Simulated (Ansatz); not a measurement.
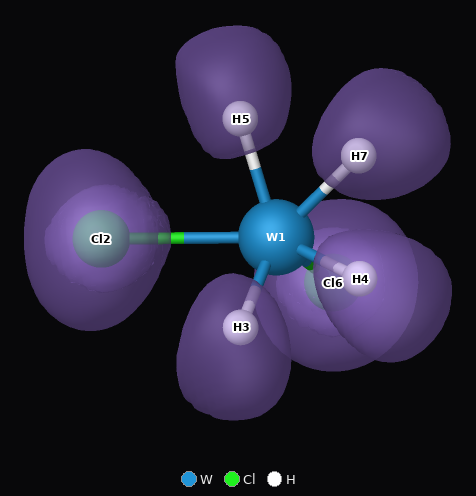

Cl$_{2}$H$_{4}$W. Isosurface of the ELF at 0.8 (purple), seen from one side. Core shells and regions of very low density are left out.

Core potentials replace the inner electrons of W.

These are results of RKS PBE-D4/def2-SVP (Ansatz), not measurements.

The calculation's input:

```
crystal:
  periodic: [false, false, false]
  atoms:
    - { symbol: W, position_ang: [-0.205234, -0.198617, -0.698206] }
    - { symbol: Cl, position_ang: [1.319454, -0.090904, 2.54912] }
    - { symbol: H, position_ang: [1.698277, 0.494787, 1.398634] }
    - { symbol: H, position_ang: [0.459783, 1.180336, 0.061428] }
    - { symbol: H, position_ang: [-1.509653, 0.164867, 0.304391] }
    - { symbol: Cl, position_ang: [0.027656, -2.313859, -0.043653] }
    - { symbol: H, position_ang: [-0.568984, 0.09339, -2.350415] }
basis:
  gaussian: { orbitals: def2-SVP }
hamiltonian:
  xc: pbe
  dispersion: d4
relax:
  f_tol: 0.03
  max_steps: 50
output:
  orbitals: {}
```

Launched as:

```sh
ansatz run input.yaml --threads 1 --pin off --max-ram 2048MiB --backend cpu --events-out ev --progress --plain --runs-dir out
```

The fields are those of the run's last geometry, not of the input's.

Where are the electrons localised?

The surface consists of four regions around hydrogen nuclei and two regions wrapped around Cl (the valence shell of each). Profiles from the grid: W–Cl (2.24 Å): the ELF peaks at about 0.85 in the valence shell of Cl, 0.8 Å from its nucleus, and is about 0.40 at the midpoint. W–H (1.68 Å): the ELF climbs to about 1 towards the hydrogen.
